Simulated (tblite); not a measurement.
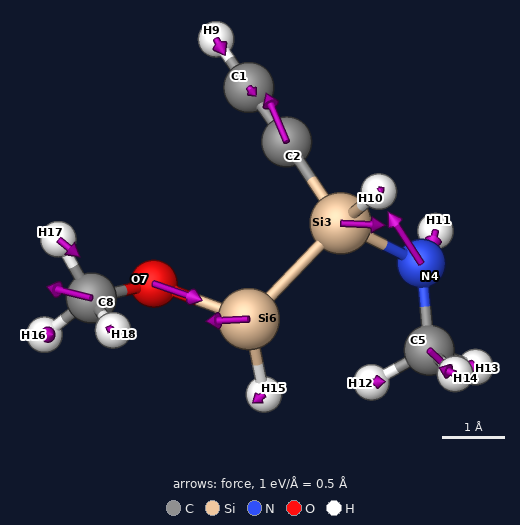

Starting geometry of C4H10NOSi2 (multiplicity 2) with the computed forces as purple arrows. The picture is a ball-and-stick view, seen at a tilt.

Level of theory: tblite 0.8.0, GFN2-xTB geometry optimisation, gas phase. 

Question: What follows when this structure is relaxed?

Answer: It isn't relaxed: the largest force vector, on O7, is 2.17 eV/Å. The final displacements have little in common with the starting forces (cosine between the two patterns 0.20). The energy falls by 83.8 kJ/mol in 200 geometry steps. The largest moves after the best rigid fit, 1.60 Å, are those of H12 and H13. By element the largest moves are H 1.60 Å, O 0.96 Å, Si 0.58 Å, C 0.57 Å, N 0.53 Å. Some distances before and after: Si6–O7 1.733 → 1.640 Å, Si3–N4 1.778 → 1.729 Å, Si3–Si6 2.230 → 2.278 Å, C2–Si3 1.816 → 1.857 Å. Among the angles between lasting bonds that change: Si6–O7–C8 112.7° → 129.3°, Si3–Si6–H15 109.4° → 124.2°, C2–Si3–Si6 108.0° → 121.1°. Groups turn about O7–C8 by about 75°, Si3–Si6 by about 55°, Si6–O7 by about 55°.
